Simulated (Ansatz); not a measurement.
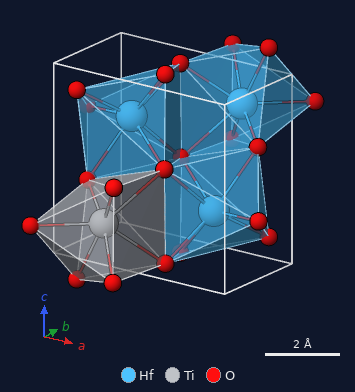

Solid Hf₃TiO₈ (built on the monoclinic host type), before the relaxation. The picture is a polyhedral view of the cell of the calculation, seen slightly off an axis.

Theory: DFT, PBE, plane waves, PAW (Ansatz).

Input file:
```yaml
crystal:
  lattice:
    - [5.04207549, 0.0, 0.0]
    - [0.0, 5.09796765, 0.0]
    - [-0.86720816, 0.0, 5.14974147]
  atoms:
    - { symbol: Hf, position: [0.27613578, 0.45806468, 0.70790733] }
    - { symbol: Hf, position: [0.72386422, 0.95806468, 0.79209267] }
    - { symbol: Hf, position: [0.72386422, 0.54193532, 0.29209267] }
    - { symbol: Ti, position: [0.27613578, 0.04193532, 0.20790733] }
    - { symbol: O, position: [0.44799782, 0.74252595, 0.97857799] }
    - { symbol: O, position: [0.55200218, 0.24252595, 0.52142201] }
    - { symbol: O, position: [0.55200218, 0.25747405, 0.02142201] }
    - { symbol: O, position: [0.44799782, 0.75747405, 0.47857799] }
    - { symbol: O, position: [0.06836078, 0.33075888, 0.34625278] }
    - { symbol: O, position: [0.93163922, 0.83075888, 0.15374722] }
    - { symbol: O, position: [0.93163922, 0.66924112, 0.65374722] }
    - { symbol: O, position: [0.06836078, 0.16924112, 0.84625278] }
kpoints:
  mp_grid: { grid: [6, 6, 6] }
hamiltonian:
  xc: pbe
scf:
  occupations: { method: fermi_dirac, width: 0.02 }
relax:
  f_tol: 0.005
  cell: {}
```

What does the optimiser find from here?

Answer. O6 moves most relative to the cell: 0.30 Å along [1 2 2]. By element the largest moves are O 0.30 Å, Ti 0.18 Å, Hf 0.06 Å. The volume changes by +4.5 %, with a 5.042 → 5.107 Å (+1.3 %), b 5.098 → 5.106 Å (+0.2 %), c 5.222 → 5.365 Å (+2.7 %), α 90.0° → 88.8°, β 99.6° → 98.4°, γ 90.0° → 88.3°. Among the contacts that change: Ti4–O6 2.215 → 2.732 Å, Hf1–O8 2.204 → 2.421 Å, Ti4–O5 2.204 → 2.395 Å, Ti4–O9 2.010 → 1.836 Å. Bond angles that change, for instance: O7–Ti4–O8 115.7° → 103.4°, O9–Ti4–O10 87.3° → 98.6°, Hf1–O9–Ti4 109.7° → 120.1°. The space group stays P1 (No. 1). After 12 accepted moves (14 points after the start) the energy has fallen by 0.531 eV per cell of the calculation. Largest force component: 1.8 eV/Å at the start, 0.0025 eV/Å at the end. Pressure: 8.03 GPa at the start and 0.01 GPa at the end. At 2 points the geometry stayed and the basis and grid were re-selected for the new cell (energy shift of 40.1 meV per cell of the calculation at most each time).

The structure at the end:

```xyz
12
Lattice="5.1066 0.0731 0.0454 0.0739 5.1050 0.0675 -0.8319 0.0557 5.3000" Properties=species:S:1:pos:R:3 pbc="T T T"
Hf    0.8482    2.4045    3.8481
Hf    3.1125    4.9996    4.2704
Hf    3.4419    2.8238    1.5976
Ti    1.0701    0.2292    1.0593
O     1.6128    3.8125    5.1803
O     2.4998    1.5049    3.0073
O     2.7032    1.2352    0.3205
O     1.9419    4.0777    2.4818
O     0.1056    1.5377    1.9129
O     4.8199    4.1952    0.8024
O     4.3176    3.6146    3.4047
O    -0.3821    0.9677    4.5922
```

The end point in the same view:

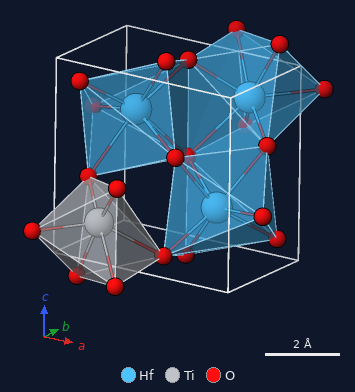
